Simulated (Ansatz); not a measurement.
# C3H7ClSi (SMILES [SiH3]C=CCCl): what the fields show

```tsv
atom	x (Å)	y (Å)	z (Å)
Si	-0.8645	-0.4439	1.5867
C	0.7773	-0.1027	0.7433
C	1.0346	0.1680	-0.5478
C	0.0355	0.2291	-1.6555
Cl	-0.0370	1.9110	-2.3490
H	-1.0365	0.5061	2.7247
H	-2.0206	-0.3008	0.6575
H	-0.8694	-1.8304	2.1421
H	1.6480	-0.1150	1.4138
H	2.0664	0.3762	-0.8592
H	-0.9802	-0.0265	-1.3323
H	0.3233	-0.4262	-2.4902
```

Level of theory: Ansatz, RKS B3LYP-D4/def2-SVP.

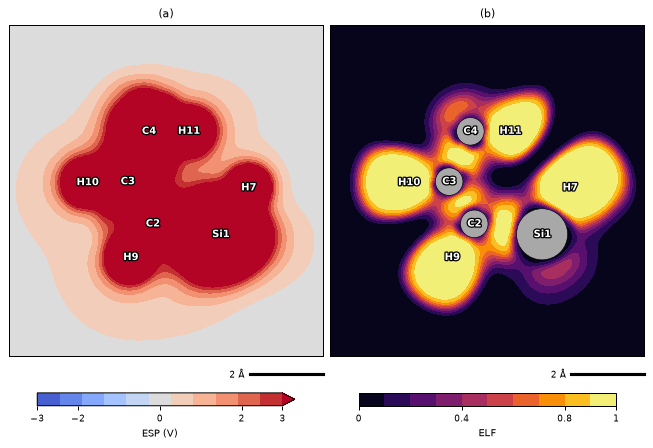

Figure 1. (a) electrostatic potential; (b) electron localisation function on the plane of atoms C2, C3 and C4. Grey discs cover the atomic cores in the ELF map.

### What does the map show?

The plane passes through Si, C and H nuclei. C–C (1.34 Å): the ELF peaks at about 0.95 between the atoms: a multiple bond. C–Si (1.88 Å): the ELF peaks at about 0.95 between the atoms (a shared electron pair). C–H (1.10 Å): the ELF climbs to about 1 towards the hydrogen, as it does in any bond to H; a covalent bond by its length. C–C (1.49 Å): the ELF peaks at about 0.95 between the atoms; a covalent bond. Si–H (1.49 Å): the ELF climbs to about 1 towards the hydrogen. The potential has no marked negative region in this plane.

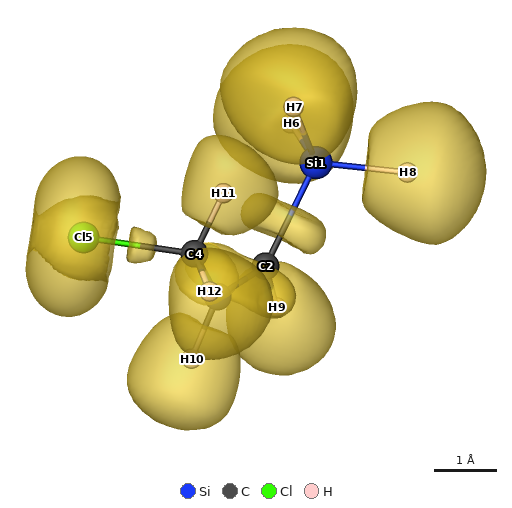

Figure 2. Isosurface of the ELF at 0.8 (yellow), seen at an oblique angle. Core shells and regions of very low density are left out.

### Where are the electrons localised?

The surface consists of two regions between bonded C–C atoms (shared pairs), one region between bonded C–Cl atoms (shared pairs), one region between bonded C–Si atoms (shared pairs), seven regions around hydrogen nuclei and one region wrapped around Cl (its lone pairs, merged into a ring or cap). Along the contacts the grid gives the following. C–Cl (1.82 Å): the ELF peaks at about 0.90 between the atoms (a shared electron pair).

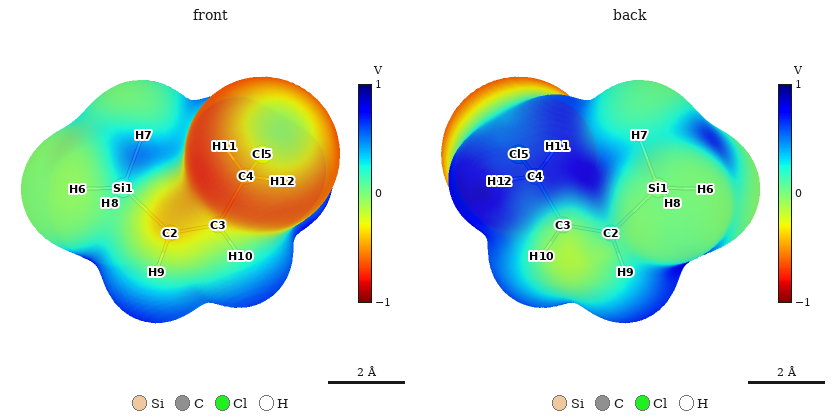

Figure 3. The electrostatic potential painted on the density surface at 0.001 e/bohr³, seen from the front and from behind; red is negative and blue positive.

### Which sites attract a positive test charge, and which a negative one?

A positive charge is drawn to the negative regions and a negative charge to the positive ones. The most negative region (about −0.7 V, or −16 kcal/mol for a unit charge) lies over Cl5, the most positive (about +0.8 V, or +18 kcal/mol for a unit charge) over Si1 and H12.

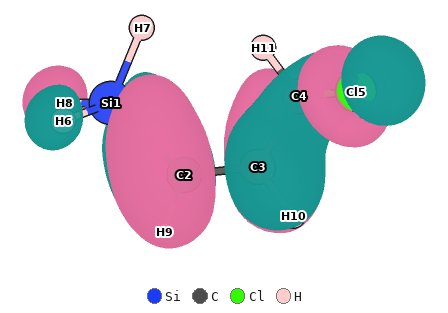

Figure 4. One frontier orbital at ±0.08 Å⁻³ᐟ² (teal and pink are the two phases), seen at a tilt.

### Which orbital is it: HOMO or LUMO?

The LUMO, at −0.98 eV. By Hirshfeld shares it lies mainly on C3 (about 30 %), C2 (about 30 %), Cl5 (about 10 %), Si1 (about 10 %) and C4 (about 10 %).
